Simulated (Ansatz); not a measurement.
All values below come from PBE (plane waves to 420 eV, PAW; Ansatz, a program for electronic structure).

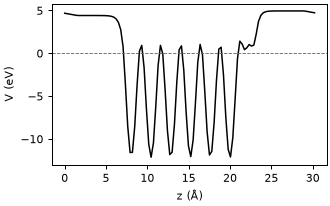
*Electrostatic potential energy of an electron, averaged over planes parallel to the surface, in eV from the Fermi level, for a constructed model of the (111) surface of fcc Ag, (√3x√3)R30° layer of I, one a cell, on the site that continues the host's stacking (bottom of the slab: a bare face, its two planes held)*

Slab: 19 atoms, 14.4 Å thick at the start with caps and adatoms; k 9x9x1, smearing 0.1 eV, dipole-corrected; 6 atoms held, the rest relaxed; symmetry of the start imposed; no spin, no spin-orbit, no U. It is one candidate, not shown to be the stable structure of the face.

The vacuum level lies 4.94 eV above the Fermi level over the top face and 4.41 eV above it under the bottom face.
